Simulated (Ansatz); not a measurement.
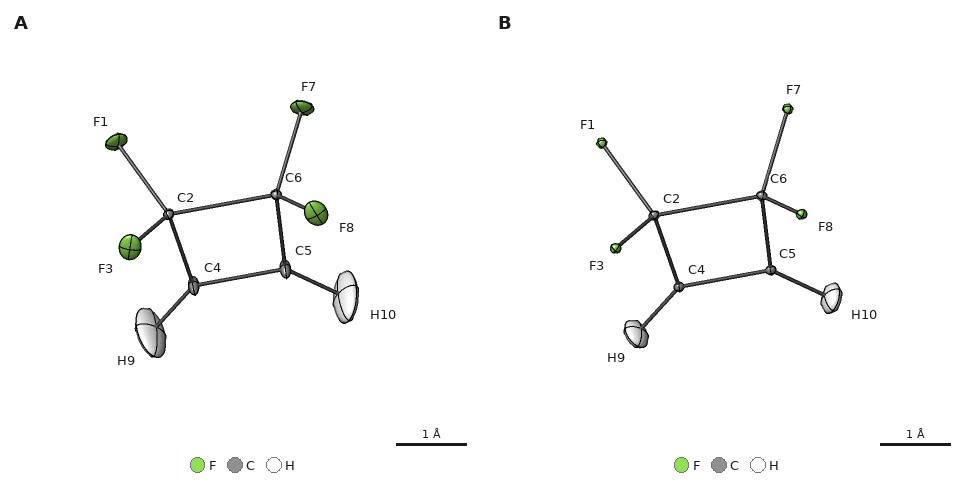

Displacement ellipsoids at the 50 % level, from the internal vibrations of the free molecule (harmonic, no overall translation or rotation; no half-axis is drawn under 0.075 Å). Vibrations computed with RKS PBE0-D4/def2-TZVP (Ansatz 0.2.0). One panel is for 0 K (zero-point motion alone), the other for 900 K.

Question: Which panel is for 900 K?

Answer: A.

Question: How much does the mean-square displacement of F3 grow, and why?

Answer: U_eq goes from 0.0018 to 0.0098 Å², a factor of 5.6. Modes below kT (626 cm⁻¹ at 900 K) grow about in proportion to T, and the lowest lies at 122 cm⁻¹; the mean-square amplitude of a mode is its zero-point value times coth(ħω/2kT), which comes close to 1 only above about 3kT.
